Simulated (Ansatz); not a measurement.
Stretching the Si1–H2 bond in BrHSi (SMILES [SiH]Br) (multiplicity 1 held, fragments rigid). Energies count from the point at 1.524 Å.
Geometry at that point (charge 0, multiplicity 1):
```xyz
3

Si    -0.89670    -0.76105     1.06218
H     -1.89252    -1.22929     0.00777
Br     0.41275     0.33954    -0.42510
```

Restricted levels (R-, RO-) in cc, def2 and unpolarised 6-31G sets keep to the state of the molecule at rest. U- levels take the lowest unrestricted solution at each point, which mixes spins at long bonds. Active spaces are followed from a long bond inwards. Levels need not reach the same state.

Correlated levels freeze the cores. Filled d and f shells under p-block atoms count as core.

The values were computed with Ansatz (an electronic-structure program). Each number belongs to the level named beside it.

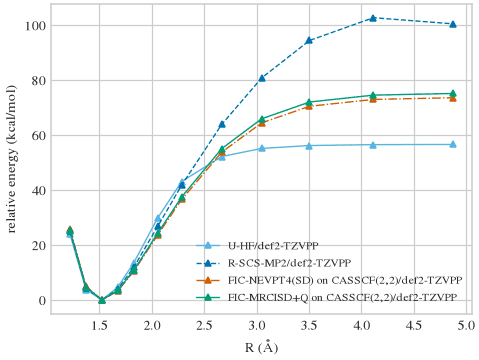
Figure: Relative energy along the coordinate

Problem. Read off the U-HF/def2-TZVPP curve at R = 3.048.

Solution. about 55 kcal/mol

Doubts at one or more of the structures used: a spin-contaminated determinant (U-HF/def2-TZVPP); a restricted determinant that unrestricted orbitals would lower (R-SCS-MP2/def2-TZVPP).
